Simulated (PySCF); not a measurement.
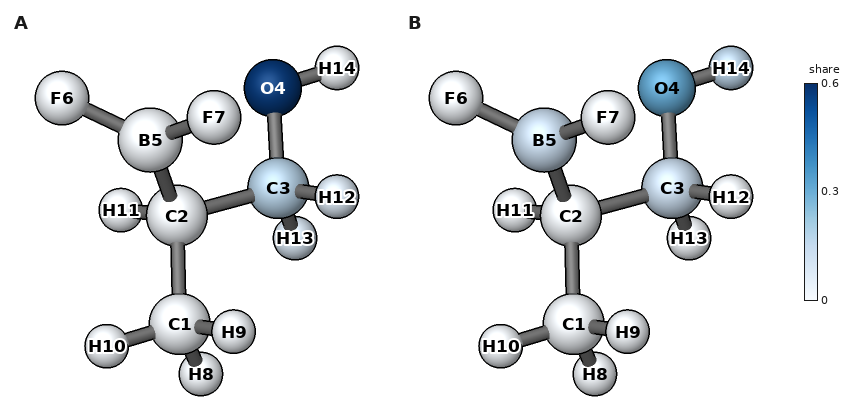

Each panel colours the atoms by their Löwdin share in one orbital (up to four of the largest shares; other atoms are shown as zero). The geometry was computed by an optimisation with GFN2-xTB. No frequency run is at hand to confirm it as a minimum. Level of theory: CAM-B3LYP/def2-SVPD (PySCF 2.14.0).

The panels show the HOMO, LUMO, in some order. Which is which?

Answer. A: HOMO, −9.76 eV; O4 0.58, C3 0.17, H13 0.08, H12 0.07
B: LUMO, 0.95 eV; O4 0.31, H14 0.16, B5 0.13, C3 0.13

The geometry is semi-empirical. Around B such bond lengths and angles can be off by a tenth of an ångström or more and by several degrees, and values that hang on the shape move with them.
